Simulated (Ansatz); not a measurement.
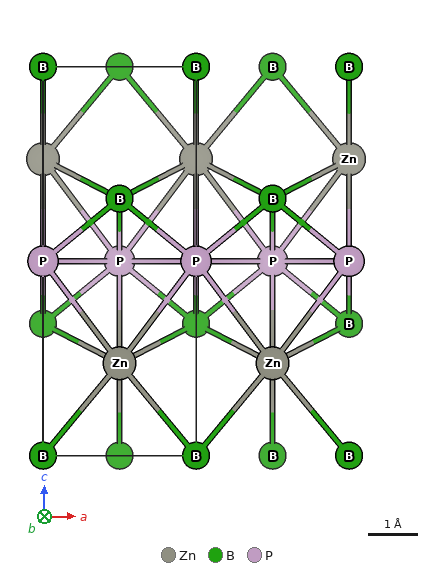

A crystal of ZnB2P (built on the YCuAs2 type) (coarse preliminary run), before the relaxation. A ball-and-stick model of the cell of the calculation, repeated 2 × 1 × 1 with one cell outlined, seen along the b axis.

Case: YCuAs2 type (P4/nmm, No. 129).

Computed with DFT PBE, scalar-relativistic, plane waves, PAW in Ansatz.

Input file:
```yaml
crystal:
  lattice:
    - [3.1861873376, 0.0, 0.0]
    - [0.0, 3.1861873376, 0.0]
    - [0.0, 0.0, 8.097406657]
  atoms:
    - { symbol: Zn, position: [0.5, 0.0, 0.23757] }
    - { symbol: Zn, position: [0.0, 0.5, 0.76243] }
    - { symbol: B, position: [0.0, 0.0, 0.0] }
    - { symbol: B, position: [0.5, 0.5, 0.0] }
    - { symbol: B, position: [0.0, 0.5, 0.33914] }
    - { symbol: B, position: [0.5, 0.0, 0.66086] }
    - { symbol: P, position: [0.0, 0.0, 0.5] }
    - { symbol: P, position: [0.5, 0.5, 0.5] }
basis:
  ecutwfc: 420
kpoints:
  mp_grid: { grid: [6, 6, 2] }
hamiltonian:
  xc: pbe
scf:
  occupations: { method: gaussian, width: 0.1 }
  lower_state_search: "off"
output:
  forces: true
  stress: true
  eigenvalues: true
relax:
  adjacent_minimum: "off"
  f_tol: 0.04
  max_steps: 70
  cell: { stress_tol: 0.4 }
```

Command:
```bash
ansatz run input.yaml --threads 1 --pin off --max-ram 2560MiB --backend cpu --events-out ev --progress --plain --runs-dir out
```

Q: Where does the relaxation end?

A: After 11 accepted moves (13 points after the start) the energy has fallen by 362 meV per atom. Largest force component: 2.9 eV/Å at the start, 0.012 eV/Å at the end. Pressure: 14.65 GPa at the start and −0.04 GPa at the end. At 2 points the geometry stayed and the basis and grid were re-selected for the new cell (energy shift of 11.1 meV per atom at most each time). The largest moves relative to the cell, 0.88 Å, are those of Zn1 and Zn2. Zn1 goes along −c. Largest moves by element: Zn 0.88 Å, B 0.60 Å. P stays in place. Cell: a = b 3.186 → 3.612 Å (+13.4 %), c 8.097 → 8.611 Å (+6.3 %). Volume +36.6 %. Near-neighbour distances that change, for instance: Zn1–B5 2.398 → 3.474 Å, Zn1–P7 2.656 → 3.622 Å, Zn1–B3 2.498 → 2.150 Å, P7–P8 2.253 → 2.554 Å. Bonds break, among them: Zn1–B5 (2.40 → 3.47 Å), Zn1–P7 (2.66 → 3.62 Å), Zn1–P8 (2.66 → 3.62 Å), Zn2–B6 (2.40 → 3.47 Å). Bond angles that change, for instance: B3–Zn1–B3 79.3° → 114.3°, Zn1–B4–Zn1 79.3° → 114.3°, P7–B5–P7 101.5° → 133.1°. The space group stays P4/nmm (No. 129). Cost: 120 s on 1 thread of Arm Neoverse N1 (shared host), peak memory 0.39 GiB.

History of the run:

```tsv
step	E − E(0), meV/atom	largest force component, eV/Å	pressure, GPa	volume, Å³/atom	note
0	0.00	2.9275	14.65	10.275	
1	-131.75	1.8729	5.92	10.821	
2	-222.27	0.9986	2.77	11.142	
3	-302.40	0.7552	-1.57	12.166	
4	-335.47	0.4695	3.91	12.582	
5	-344.31	0.4436	3.25	12.874	
6	-348.16	0.0968	0.39	13.154	
7	-349.22	0.0526	0.07	13.386	
8	-349.32	0.0095	0.11	13.490	
9	-360.45	0.0148	1.02	13.490	same geometry, new basis
10	-361.66	0.0509	0.29	13.801	
11	-361.36	0.0854	-0.07	14.235	
12	-361.91	0.0123	-0.03	14.041	
13	-362.39	0.0125	-0.04	14.041	same geometry, new basis
```

The structure at the end:

```
Zn B P
1.0
     3.61178    0.00000    0.00000
     0.00000    3.61178    0.00000
     0.00000    0.00000    8.61073
Zn B P
2 4 2
Direct
  0.50000 0.00000 0.13542
  0.00000 0.50000 0.86458
  0.00000 0.00000 0.00000
  0.50000 0.50000 0.00000
  0.00000 0.50000 0.40896
  0.50000 0.00000 0.59104
  0.00000 0.00000 0.50000
  0.50000 0.50000 0.50000
```

After the run, drawn alike:

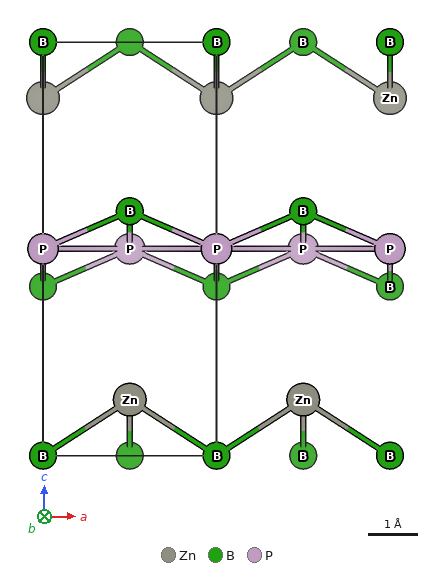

Limits of the set-up: the k-point mesh is coarse for a cell with partly filled bands.
